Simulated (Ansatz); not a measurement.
Process, species as SMILES: P (PH3) + H+ → [PH4+]
B3LYP-D3(BJ)/def2-TZVP geometries, fixed; electronic energies without zero-point terms; positive where energy is released.

Basis-set convergence of the proton affinity at HF with Ansatz (an electronic-structure program). Cartesian d functions, on some or all atoms, in 6-31G*, 6-31+G*, 6-31G**, 6-311G**; all else is spherical. No added dispersion term, no relativity. Functions are those of the species that has most. Reference: the value in pcseg-4, 201.29 kcal/mol, itself unsure by roughly 0.08 kcal/mol (its mean distance from aug-pcseg-3, aug-cc-pV(Q+d)Z, cc-pV(5+d)Z). Deviations are taken from unrounded values.

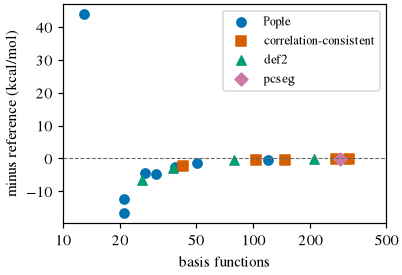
Deviation from the reference against the number of basis functions, by family of sets.

```tsv
basis	functions	proton affinity (kcal/mol)	minus reference (kcal/mol)
STO-3G	13	245.13	43.85
3-21G	21	184.63	-16.65
6-31G	21	188.84	-12.45
def2-SV(P)	26	194.81	-6.48
6-31G*	27	196.75	-4.54
6-31+G*	31	196.54	-4.74
def2-SVP	38	198.44	-2.85
6-31G**	39	198.77	-2.51
cc-pV(D+d)Z	43	198.94	-2.35
6-311G**	51	199.99	-1.30
def2-TZVPD	79	200.78	-0.51
jun-cc-pV(T+d)Z	104	200.82	-0.47
6-311++G(3df,3pd)	119	200.93	-0.36
aug-cc-pV(T+d)Z	147	200.82	-0.47
def2-QZVPPD	208	201.16	-0.13
aug-cc-pV(Q+d)Z	273	201.15	-0.14
aug-pcseg-3	285	201.23	-0.06
cc-pV(5+d)Z	320	201.23	-0.05
```
